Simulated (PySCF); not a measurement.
SMILES C(C([OH2+])C)O (charge +1) at its B3LYP/def2-SVP optimised geometry (Å):

```
14

C     -0.2957    -0.8424     1.1963
C      0.2907    -0.1448     0.0000
O     -0.1015     1.3290     0.0000
C     -0.2379    -0.5712    -1.3725
O      0.0532     0.5501    -2.2108
H     -1.3913    -0.7503     1.2219
H      0.1254    -0.4567     2.1364
H     -0.0355    -1.9118     1.1375
H      1.3913    -0.1448     0.0000
H      0.4940     1.9118     0.5084
H     -0.0715     1.5120    -1.0247
H     -1.3225    -0.7689    -1.3306
H      0.2866    -1.4809    -1.7051
H     -0.4085     0.5141    -3.0626
```

Calculation: PySCF 2.14.0 with B3LYP/def2-TZVP. Cells within 0.4 Å of a nucleus heavier than hydrogen are left out (blank, or x).

Map of the electrostatic potential (hartree/e), clipped to [0.09, 0.33] on the plane z = 1.0 Å:

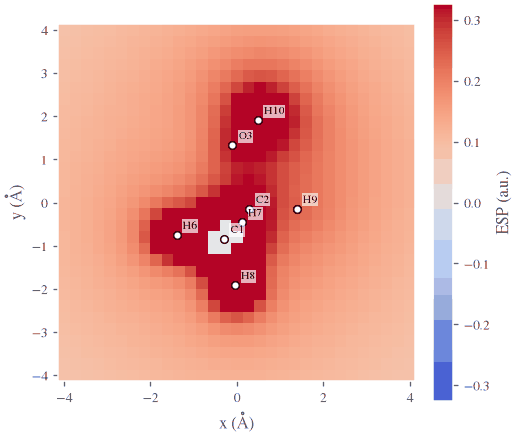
Electrostatic potential (hartree/e), clipped to [0.09, 0.33] on the plane z = 1.0 Å.
